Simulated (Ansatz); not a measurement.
**CH3FSn: taking an electron away**

Aim: the vertical ionisation energy of CH3FSn, as cation minus neutral at the neutral's geometry, on several levels, and how well −ε(HOMO) stands in for it.

The runs use Ansatz 0.2.0, Gaussian basis; unrestricted cation, the program's frozen cores in correlated methods.

Levels to be run: UKS PBE-D4/def2-TZVPP; UKS r2SCAN-D4/def2-TZVPP; UKS PBE0-D4/def2-TZVPP; UKS B3LYP-D4/def2-TZVPP; UKS wB97X-V/def2-TZVPP; UKS wB97M-V/def2-TZVPP; UKS B2PLYP/def2-TZVPP; UHF-CCSD(T)/def2-TZVPP; UHF-MP2/def2-QZVPP; extrapolation to the limit; then −ε(HOMO) from the neutral's earlier runs with LDA (SPW92), PBE-D4, revPBE-D4, BLYP-D4, r2SCAN-D4, B97M-V, PBE0-D4, B3LYP-D4, r2SCANh-D4, r2SCAN0-D4, HSE06-D4, BHLYP-D4, CAM-B3LYP-D4, LC-ωPBE, ωB97X-V, ωB97M-V.

## Step 1: The relaxed structure

The geometry comes from an earlier relaxation with PBE0-D4 in a triple-zeta def2 set; it is a stationary point. Sn takes the def2 core potential; no spin-orbit term is included.

SMILES `[CH3][Sn][F]`, 6 atoms, charge 0, spin multiplicity 1.

Atoms are counted from 1 here; the program's logs count them from 0.

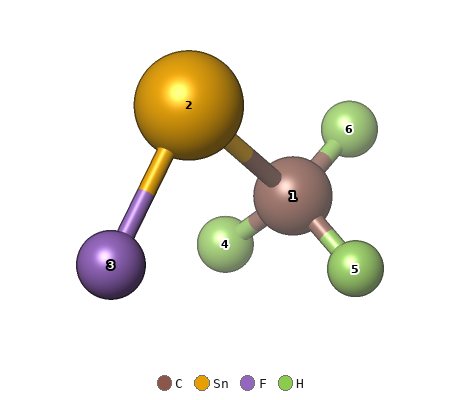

The structure; carbon brown, tin amber, fluorine purple, hydrogen green; atoms are numbered from 1 in the order of the file.

Geometry (Å):

```xyz
6
charge 0, multiplicity 1
C    -0.3898    0.4212   -0.2829
Sn    0.2571   -0.6205    1.5136
F     1.6216   -1.6341    0.5541
H    -0.6849   -0.3178   -1.0339
H     0.4581    0.9794   -0.6919
H    -1.2200    1.1077   -0.1052
```

## Step 2: Cation, UKS PBE-D4/def2-TZVPP

in.yaml reads:

```yaml
crystal:
  periodic: [false, false, false]
  atoms:
    - {symbol: C, position_ang: [-0.389799, 0.421217, -0.282863]}
    - {symbol: Sn, position_ang: [0.257138, -0.620491, 1.513588]}
    - {symbol: F, position_ang: [1.621583, -1.634137, 0.554098]}
    - {symbol: H, position_ang: [-0.684907, -0.317774, -1.033906]}
    - {symbol: H, position_ang: [0.458083, 0.979387, -0.691897]}
    - {symbol: H, position_ang: [-1.219998, 1.107698, -0.105220]}
basis:
  gaussian: {orbitals: def2-TZVPP}
total_charge: 1
magnetization: {spin_polarized: true, initial_magnetization: 1}
hamiltonian: {xc: pbe, dispersion: d4}
```

Further steps of the session: Cation, UKS r2SCAN-D4/def2-TZVPP; Cation, UKS PBE0-D4/def2-TZVPP; Cation, UKS B3LYP-D4/def2-TZVPP; Cation, UKS wB97X-V/def2-TZVPP; Cation, UKS wB97M-V/def2-TZVPP; Cation, UKS B2PLYP (frozen core)/def2-TZVPP; Cation, UHF-CCSD(T)/def2-TZVPP; Cation, UHF-MP2/def2-QZVPP.

Before running them: what should the planned runs give, taken together? Wanted: ionisation energy, CCSD(T)/CBS; nearest functional by difference; nearest −ε(HOMO); −ε(HOMO) of PBE; T1 of the cation.

The runs gave:

| quantity | value |
| --- | --- |
| ionisation energy, CCSD(T)/CBS | 9.07 eV |
| nearest functional by difference | B3LYP-D4 (-0.16 eV) |
| nearest −ε(HOMO) | LC-ωPBE (+0.06 eV) |
| −ε(HOMO) of PBE | 5.60 eV |
| T1 of the cation | 0.020 |

By cation minus neutral, the functionals miss by 0.35 eV at most. −ε(HOMO) of PBE misses by 3.5 eV, since self-interaction lifts the level. Among orbital estimates LC-ωPBE comes nearest. Hartree-Fock falls 1.12 eV short, as the neutral has more correlation energy than the cation. The cation may have settled in a state other than its lowest; no search over hole states beyond the program's own was made. Correlated methods include outer-core shells of Sn, which these sets cover unevenly. With outer-core shells in play the reference is unsure by up to some tenths of an eV, so close misses can't be ranked.
